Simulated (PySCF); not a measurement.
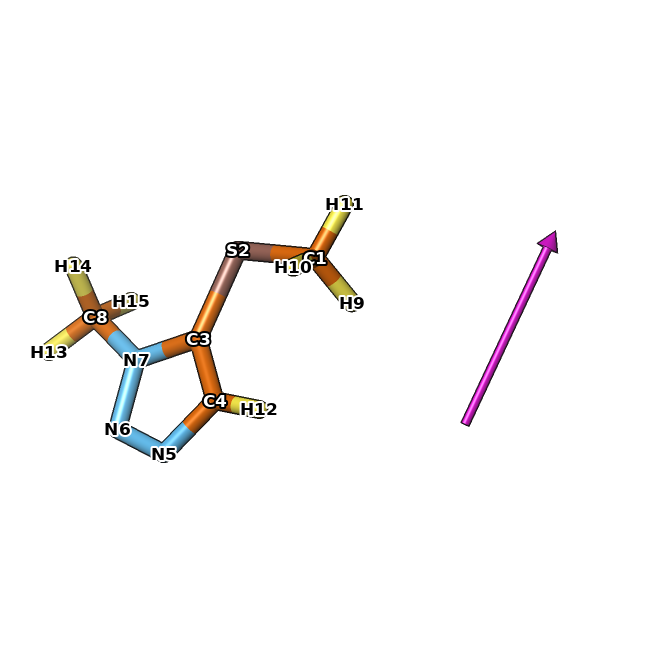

The arrow beside the molecule shows the direction of the dipole moment, from the negative to the positive end (its length means nothing). The geometry was computed by an optimisation with GFN2-xTB. No frequency run is at hand to confirm it as a minimum. Level of theory: PBE0/pcSseg-1, gas phase (PySCF 2.14.0).

### Estimate the dipole moment.

4.48 D; it points from the side of N5, N6 to the side of H11 (the outermost atoms at the two ends).
